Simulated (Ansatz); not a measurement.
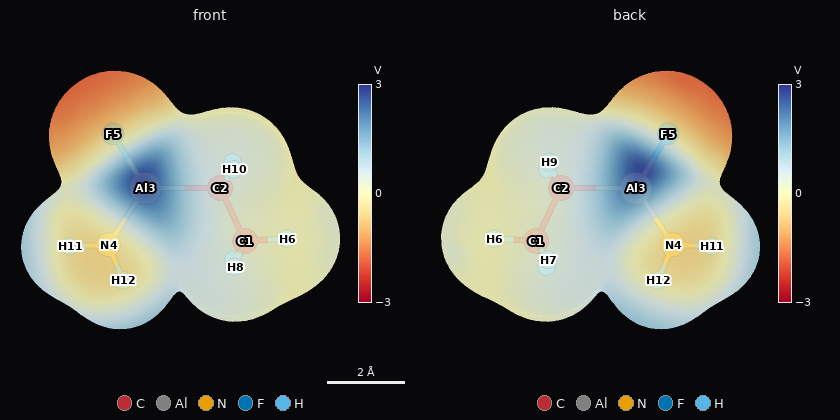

C₂H₇AlFN (SMILES C[CH2][Al]([NH2])[F]). The molecular electrostatic potential painted on the density surface at 0.001 e/bohr³, seen from the front and from behind; the colour scale runs from red (negative) to blue (positive).

Geometry: PBE0-D4/def2-TZVP.

These are results of isolated molecule in a Gaussian basis; Hartree-Fock (Ansatz), not measurements.

```xyz
12

C    -0.6050    0.7158    1.3182
C     0.5292    0.9852    0.3283
Al    0.7225   -0.3424   -1.0821
N    -0.3195   -1.7558   -1.2234
F     1.9071   -0.1812   -2.2277
H    -0.6690    1.4900    2.0884
H    -0.4739   -0.2396    1.8339
H    -1.5774    0.6784    0.8194
H     1.4868    1.0605    0.8576
H     0.3974    1.9663   -0.1440
H    -0.2458   -2.4596   -1.9395
H    -1.0753   -1.9726   -0.5951
```

Where is the surface potential most negative and most positive?

Answer. The most negative region (about −1.7 V) lies over F5, the most positive (about +2.7 V) over Al3.

How polar is the molecule by this calculation?

Answer. Its dipole moment is 2.25 D.
